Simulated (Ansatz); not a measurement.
Hypothetical diamond Re, pressure series

Take Re in the diamond structure (space group Fd-3m, No. 227; a = 5.594 Å; a hypothetical phase, not in the database extracts checked) as the base.

Cell and atoms are relaxed at each pressure.

Level of theory: Ansatz (a program for electronic structure) PBEsol, spin-orbit coupling left out.

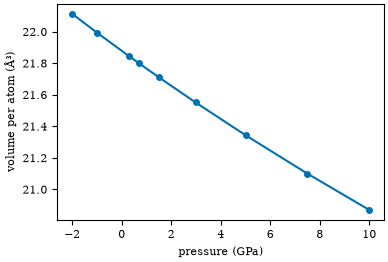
Figure. Volume against pressure

**Question.** Estimate the zero-pressure bulk modulus from the plot.

**Answer.** About 190 GPa; a third-order Birch–Murnaghan fit to the points gives V₀ = 21.88 Å³/atom, B₀ = 192 GPa and B₀′ = 4.2.

Load acts through the strain it causes; cell and atoms are relaxed under it. Stability against distortions was not tested. Competing high-pressure phases were not computed. The final runs are not spin-polarised.
